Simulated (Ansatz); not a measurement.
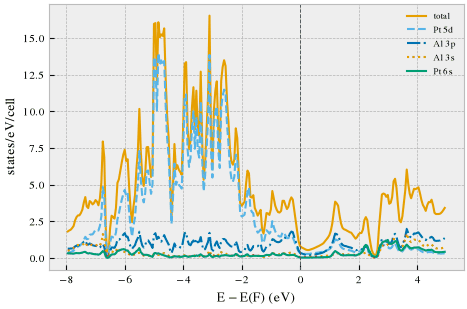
Total and projected density of states of AlPt in space group P2_13 (No. 198; Al on 4a, Pt on 4a), plane-wave PAW PBEsol (Ansatz code)

Task: Which orbitals carry the states next to the Fermi level?

Result: Within 0.5 eV of the Fermi level: Al 3p 41 %, Pt 5d 39 %, Al 3s 9 %, Pt 6s 5 %, outside the projected shells 5 %. Projections are on Löwdin-orthogonalised atomic valence shells; empty p or d shells of many metals are not among them.

Task: Where is the tallest occupied peak in this window, and what makes it?

Result: Near -3.1 eV, about 17 states/eV per cell; the largest projected share is Pt 5d.

The first step of the workflow began from a Materials Project structure, measured or hypothetical; the Crystallography Open Database copy checked does not list it. With Al and Pt taken as one species the cell has the higher symmetry Pa-3, so it may be an ordered model of a mixed-site phase. Whether it is the stable phase at ambient conditions was not checked. Symmetry was held in the PBEsol relaxation; whether a distortion lowers the energy is not shown. No spin polarisation was allowed. Spin–orbit coupling is left out wherever it is not named.

Potentials: the later of the program's two PAW sets.
